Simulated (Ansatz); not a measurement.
The parent structure is TlCl in the NiAs type structure (space group P6_3/mmc, No. 194; a = 4.347 Å, c = 7.726 Å; a hypothetical phase, not in the database extracts checked).

Structures relaxed with PBEsol (Ansatz, a first-principles code; PAW; 420 eV plane waves; no SOC).

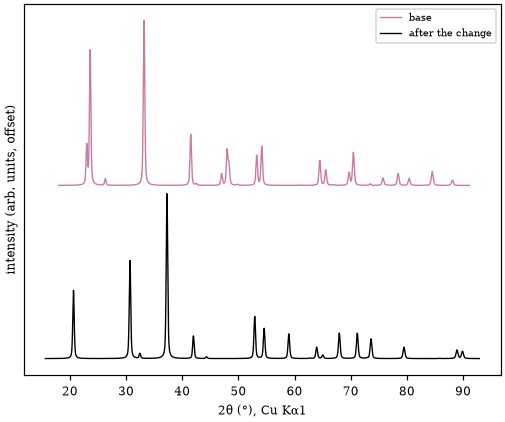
Simulated powder patterns before (top) and after one change

### Question
Name the change that was made.
(A) pressure 22.5 GPa
(B) pressure −2 GPa
(C) pressure 2.1 GPa
(D) pressure 15 GPa

### Answer
D, pressure 15 GPa. Its volume per atom is 21.02 Å³ against 31.60 Å³, and its space group is P6_3/mmc (No. 194).

A case with no gap was solved on a k-mesh chosen for an insulator, which is coarse for it. From pressure 15 GPa on, the axis ratios lie over 15 % from the base's, so the cell there is far from its starting form. Load acts through the strain it causes; cell and atoms are relaxed under it. No phonon test of stability was made. No other phases were tried under pressure. All final runs are without spin polarisation.
